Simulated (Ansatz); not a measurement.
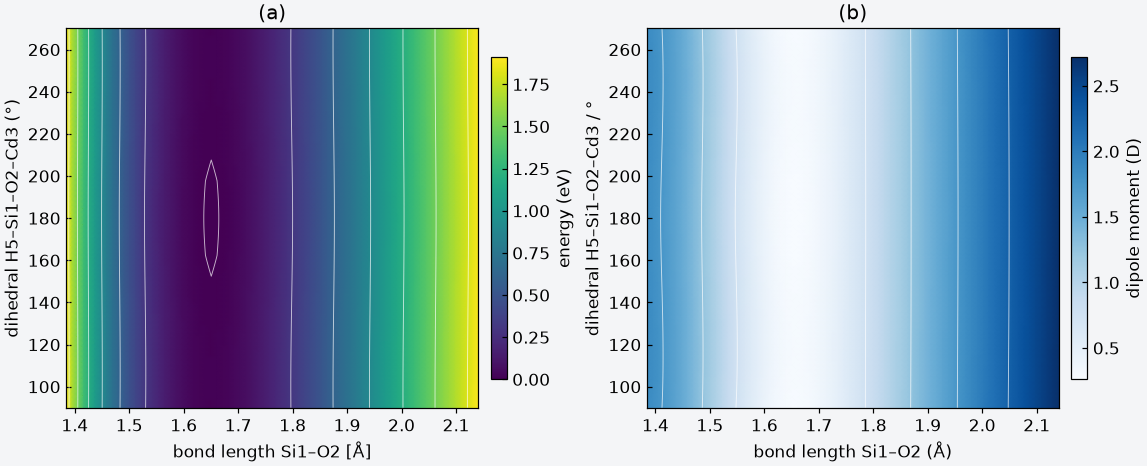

BrCdH3OSi, SMILES [SiH3][O][Cd][Br]. Coordinates scanned: (1) bond length Si1–O2; (2) dihedral H5–Si1–O2–Cd3. Nothing is relaxed (all other coordinates rigid). The grid has 7 × 7 points. Points are written as (first, second). All energies are given in eV relative to the lowest grid point. Level of theory: Ansatz, RKS PBE0-D4/def2-SVP.

Panel (a) is the energy; panel (b) is the computed dipole moment, in D.

The picture shows a smooth colour map with a few white contour lines. Between grid points the surface is interpolated.

> How does the dipole moment vary over the map, and what is it at the lowest grid point?

Leaving out the highest fifth of the energies, it runs from 0.28 D at (1.636 Å, 180°) to 2.72 D at (2.141 Å, 240°). At the lowest grid point, (1.636 Å, 180°), it is 0.28 D.
